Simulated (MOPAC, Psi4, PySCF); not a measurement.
Interaction energy of CHN ··· H4Si (SMILES C#N and [SiH4]), singlet. Monomers: optimised at B3LYP-D3(BJ) (def2-TZVP), held rigid. Orientation: a random orientation, not optimised. R is the distance of the centres of mass, along which the second monomer moves.

Geometry at R = 3.98 Å (first 3 atoms: monomer A):
```
8

C     -0.0265     0.0002     0.0000
N      1.1197    -0.0090     0.0000
H     -1.0932     0.0088     0.0000
Si    -1.8097    -3.1362    -0.7609
H     -1.6373    -2.2263     0.3939
H     -1.2540    -4.4672    -0.4277
H     -3.2504    -3.2675    -1.0748
H     -1.0972    -2.5839    -1.9351
```

Levels: RKS-M06-2X/6-31G* = restricted M06-2X/6-31G*, spherical d, no counterpoise correction (PySCF 2.14.0); RKS-B3LYP/3-21G = restricted B3LYP/3-21G, no counterpoise correction (PySCF 2.14.0); PM6, restricted, heats of formation (MOPAC); PBE-D3(BJ)/def2-TZVP, counterpoise-corrected (Psi4); PBE/def2-TZVP, counterpoise-corrected (Psi4).

Interaction energies in kJ/mol (negative: bound); R is the distance of the centres of mass, d the H3···H5 distance.

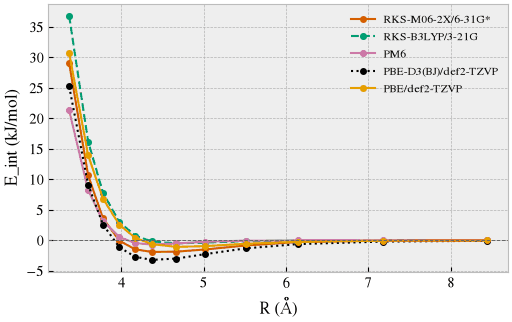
Figure. Interaction energy against separation.

```tsv
R / Å	d / Å	RKS-M06-2X/6-31G*	RKS-B3LYP/3-21G	PM6	PBE-D3(BJ)/def2-TZVP	PBE/def2-TZVP
3.37	1.84	29.07	36.81	21.33	25.24	30.75
3.60	2.02	10.66	16.21	8.20	9.13	13.95
3.78	2.16	3.61	7.82	3.18	2.58	6.84
3.98	2.33	-0.08	2.97	0.53	-1.14	2.52
4.17	2.50	-1.46	0.80	-0.44	-2.69	0.43
4.37	2.68	-1.90	-0.16	-0.68	-3.20	-0.61
4.67	2.95	-1.85	-0.49	-0.50	-2.98	-1.07
5.02	3.27	-1.49	-0.35	-0.22	-2.25	-0.94
5.51	3.73	-0.84	-0.14	-0.04	-1.31	-0.55
6.14	4.33	-0.27	-0.06	0.01	-0.61	-0.23
7.17	5.33	-0.05	-0.03	0.01	-0.20	-0.06
8.44	6.57	-0.02	-0.02	0.00	-0.07	-0.02
```

Lowest grid point: RKS-M06-2X/6-31G* -1.90 kJ/mol at R = 4.37 Å; RKS-B3LYP/3-21G -0.49 kJ/mol at R = 4.67 Å; PM6 -0.68 kJ/mol at R = 4.37 Å; PBE-D3(BJ)/def2-TZVP -3.20 kJ/mol at R = 4.37 Å; PBE/def2-TZVP -1.07 kJ/mol at R = 4.67 Å.
